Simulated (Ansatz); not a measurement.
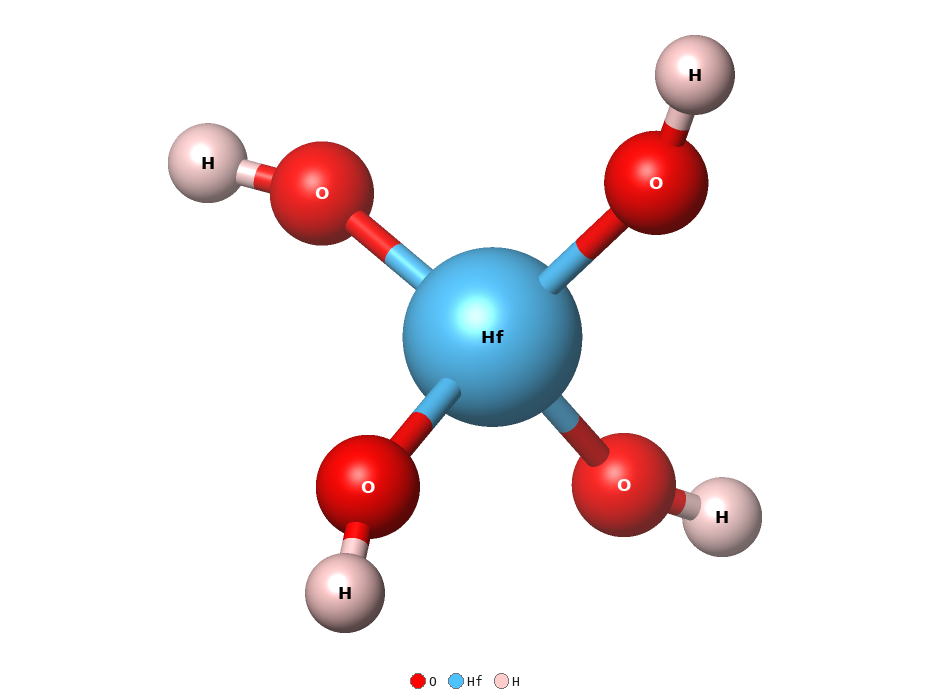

Rendered structure (ball-and-stick style). Every bond is drawn as one stick, whatever its order.

Charge 0, singlet. The computed structure is the end point of a PBE0-D4/def2-TZVP optimisation.

Description:

It has 9 atoms: 4 hydrogen, 1 hafnium and 4 oxygen (H₄HfO₄). Its SMILES string is `[OH][Hf]([OH])([OH])[OH]`. Coordination: 4 O bent; 1 Hf tetrahedral.

More results for the same structure follow; atom numbers are the same in all pictures, views and colours differ.

## Shape

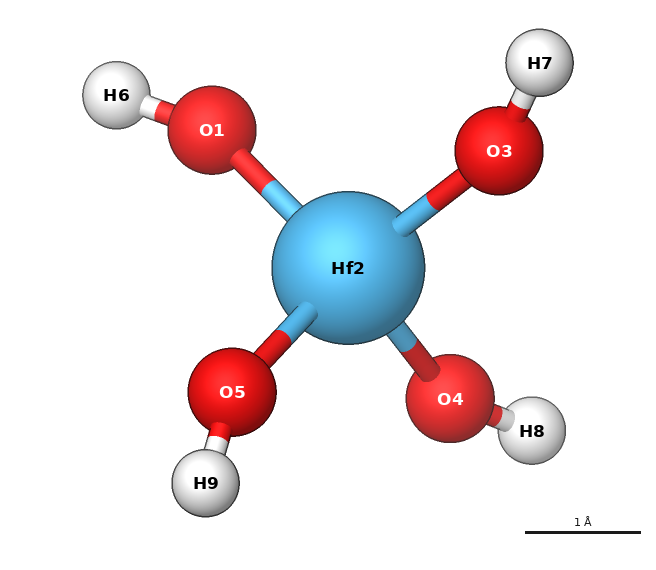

Which atoms are bonded, and how long are the bonds?

```json
{"bond": "O1–Hf2", "length (Å)": "1.935"}
{"bond": "O1–H6", "length (Å)": "0.951"}
{"bond": "Hf2–O3", "length (Å)": "1.935"}
{"bond": "Hf2–O4", "length (Å)": "1.935"}
{"bond": "Hf2–O5", "length (Å)": "1.935"}
{"bond": "O3–H7", "length (Å)": "0.951"}
{"bond": "O4–H8", "length (Å)": "0.951"}
{"bond": "O5–H9", "length (Å)": "0.951"}
```

## Electronic properties

Method: RKS r2SCAN-D4/def2-TZVPP, core potentials on Hf (Ansatz 0.2.0).

Computed properties:

- dipole moment: 0.00 D
- HOMO energy (Kohn–Sham orbital): −7.22 eV
- LUMO energy (Kohn–Sham orbital): −0.10 eV
- HOMO–LUMO gap: 7.12 eV
- dispersion correction: −3.6 kJ/mol

## Charges

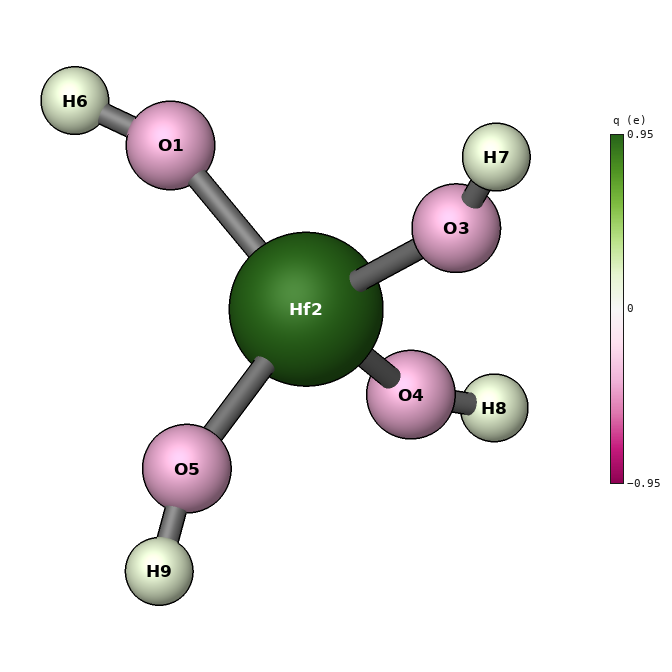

Atoms are coloured by their Mulliken charges. Properties computed with RKS PBE-D4/def2-TZVPP, core potentials on Hf (Ansatz 0.2.0).

List the Mulliken charges.

```tsv
atom	value (e)
O1	−0.41
Hf2	0.93
O3	−0.41
O4	−0.41
O5	−0.41
H6	0.17
H7	0.17
H8	0.17
H9	0.17
```

## Vibrations

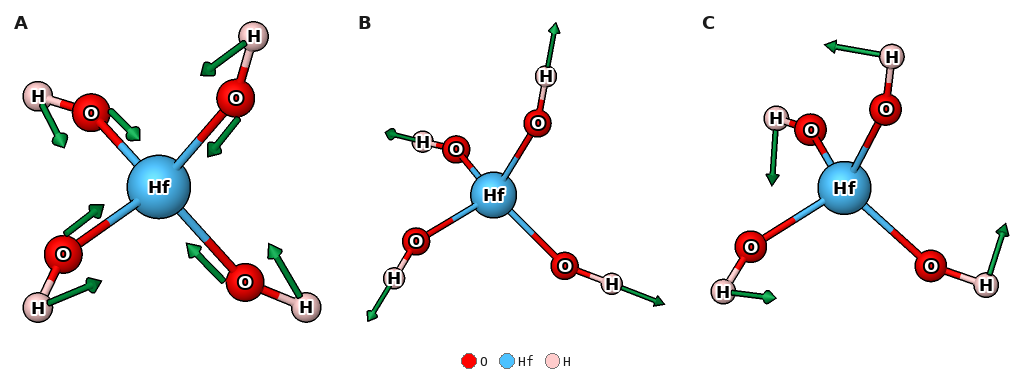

3 normal modes of one molecule or complex, as arrows. Harmonic vibrations computed with RKS PBE0-D4/def2-TZVP, core potentials on Hf (Ansatz 0.2.0) at a stationary point of the same level.

**Match the panels to the wavenumbers 220 cm⁻¹, 708 cm⁻¹, 4028 cm⁻¹.**

A: 708 cm⁻¹, in-phase stretching of 4 Hf–O bonds
B: 4028 cm⁻¹, in-phase stretching of 4 O–H bonds
C: 220 cm⁻¹, H–O–Hf bending

Mulliken values depend strongly on the basis set and can even reverse the polarity of a bond.
